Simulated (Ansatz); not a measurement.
SiH2O2F2: single-point calculation

SiH2O2F2, computed with RKS PBE0-D4/def2-TZVPP (Ansatz 0.2.0).

The geometry is a transition state. The reaction was set up to form O2–H4 and to break Si1–O2 and O3–H4 (atoms counted from 1 in the order of the input); sticks are drawn by distance alone. The geometry comes from this level: PBE0-D4/def2-TZVP.

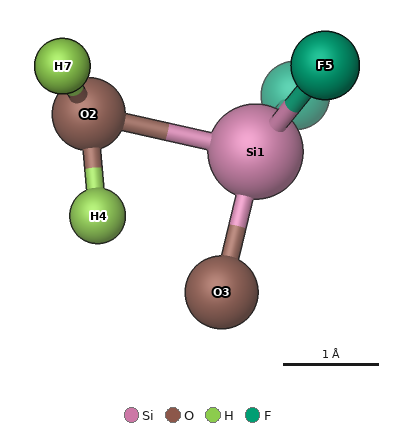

*The input geometry (ball-and-stick view, seen at a tilt; atoms are numbered from 1 in the order of the input).*

Bond lengths as drawn: F–Si 1.57 to 1.58 Å, H–O 0.97 to 1.09 Å and O–Si 1.54 to 1.81 Å.

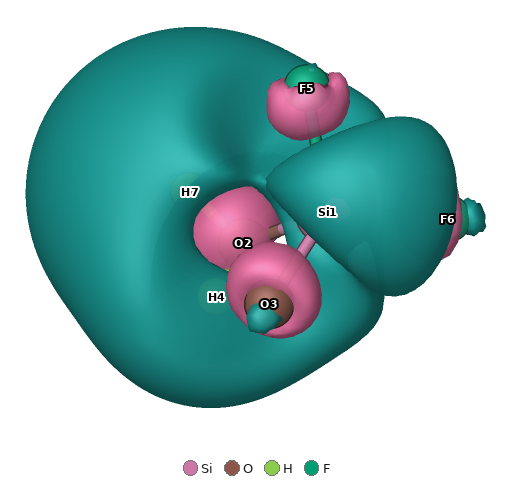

*One frontier orbital at ±0.08 Å⁻³ᐟ² (teal and pink are the two phases), seen at a tilt.*

The LUMO, at −0.50 eV. It lies mainly on H7 (35 %), Si1 (25 %), O2 (15 %) and H4 (10 %).

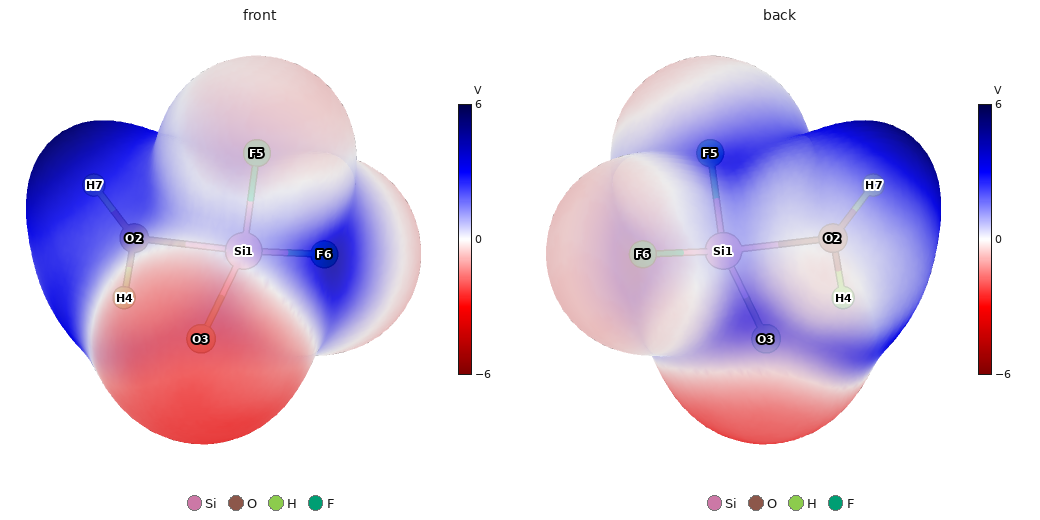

*The molecular electrostatic potential painted on the density surface at 0.004 e/bohr³, seen at a tilt and from behind; the colour scale runs from red (negative) to blue (positive).*

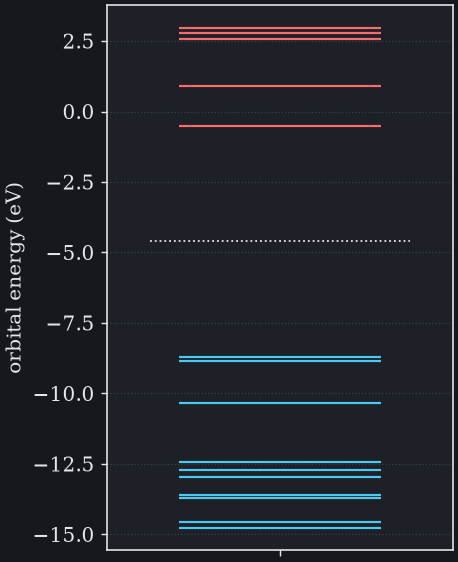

*Orbital energies near the frontier; the dotted line parts filled from empty levels, and levels within 0.02 eV of each other stand side by side.*

Highest filled −8.69 eV, lowest empty −0.50 eV, 8.19 eV apart.

These pictures come from the run below.

Input:
```yaml
crystal:
  periodic: [false, false, false]
  atoms:
    - {symbol: Si, position_ang: [-0.493640, 0.050013, 0.500318]}
    - {symbol: O, position_ang: [0.982662, -0.238805, -0.510126]}
    - {symbol: O, position_ang: [-1.288216, -0.807329, -0.506636]}
    - {symbol: H, position_ang: [0.156027, -0.715479, -1.038735]}
    - {symbol: F, position_ang: [-0.603374, 1.621359, 0.589120]}
    - {symbol: F, position_ang: [-0.128278, -0.410762, 1.956315]}
    - {symbol: H, position_ang: [1.374819, 0.501004, -0.990157]}
basis:
  gaussian: {orbitals: def2-TZVPP}
hamiltonian: {xc: pbe0, dispersion: d4}
output: {orbitals: {seedname: orbitals}}
```

Launched with:
```bash
ansatz run in.yaml --threads 4 --pin off --events-out ev --progress --plain --max-ram 9574MiB
```

Output:
```
Functional definition: PBE0
  name "PBE0"
  cite "Adamo & Barone, J. Chem. Phys. 110, 6158 (1999) doi:10.1063/1.478522"
  cite "Perdew, Burke & Ernzerhof, Phys. Rev. Lett. 77, 3865 (1996) doi:10.1103/PhysRevLett.77.3865"
  parent pbe
  parameter a = 0.25
  parameter kappa = 0.804
  parameter beta = 0.06672455060314922
  exchange = (1 - a)*pbe_x(kappa = kappa, mu = beta*pi^2/3) + a*exact_x
  correlation = pbe_c(beta = beta)
1023 factors; their error is unknown
mean field evaluation 1: about -17425.0713 eV, gradient 7.8e1 eV
mean field evaluation 2: about -17405.9344 eV, gradient 1.3e2 eV
mean field evaluation 4: about -17434.2074 eV, gradient 5.4e0 eV
mean field evaluation 8: about -17434.2459 eV, gradient 1.7e-1 eV
mean field evaluation 16: about -17434.2921 eV, gradient 1.1e-4 eV
mean field -17434.29210767 eV, -640.6984175691 hartree, gradient 2.5e-5 eV, S^2 0.000000; 0 other end points of the search recorded, 0 dependent functions left out
reference -17434.29213120 eV, -640.6984184339 hartree; 25, 25 occupied and 169, 169 virtual orbitals, 1023 factors
Total energy: -17434.39350876 eV, -640.7021439907 hartree
```

Summary:

- outcome: converged
- total energy: −17434.3935 eV
- mean-field energy: −17434.2921 eV
- dispersion energy: −0.1014 eV
- SCF solution under orbital rotations: stable
- HOMO: −8.69 eV
- LUMO: −0.50 eV
- hardware: 4 threads of Arm Neoverse V2, 23 GiB of memory available, shared host
- wall time: 1.5 s (CPU time 5.3 s)
- peak memory: 0.4 GiB
